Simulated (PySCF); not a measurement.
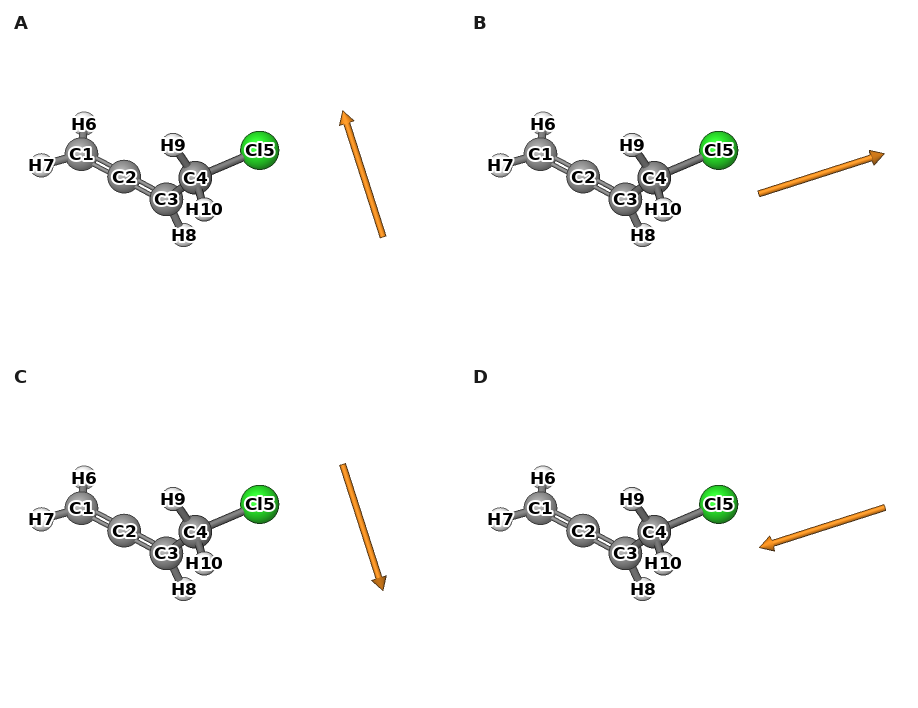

The same molecule four times, each with an arrow. The geometry was computed by an optimisation with GFN2-xTB. No frequency run is at hand to confirm it as a minimum. Properties computed with PBE0/def2-SVPD, gas phase (PySCF 2.14.0).

**Which arrow points along the dipole moment, from the negative to the positive end?**

D. The dipole moment is 2.18 D; it points from the side of Cl5 to the side of H7 (the outermost atoms at the two ends).
